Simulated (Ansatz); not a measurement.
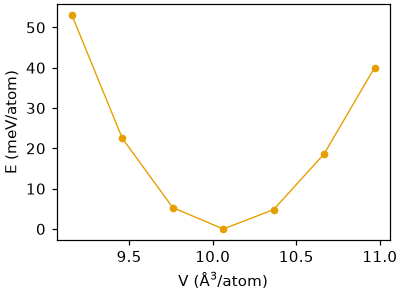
LaB₆ in space group Pm-3m (No. 221; La on 1a, B on 6f) under volume change, PBEsol in the plane-wave PAW code Ansatz, shape and atoms relaxed at each volume.

**Question.** What does a third-order Birch–Murnaghan fit give for V₀, B₀ and B′?

**Answer.** V₀ = 10.06 Å³/atom, B₀ = 180 GPa, B′ = 3.7.

The PBEsol relaxation kept the symmetry of its start; of distortions, only those at the zone centre were tested. Spin–orbit coupling is left out wherever it is not named.

Potentials: the later of the program's two PAW sets.
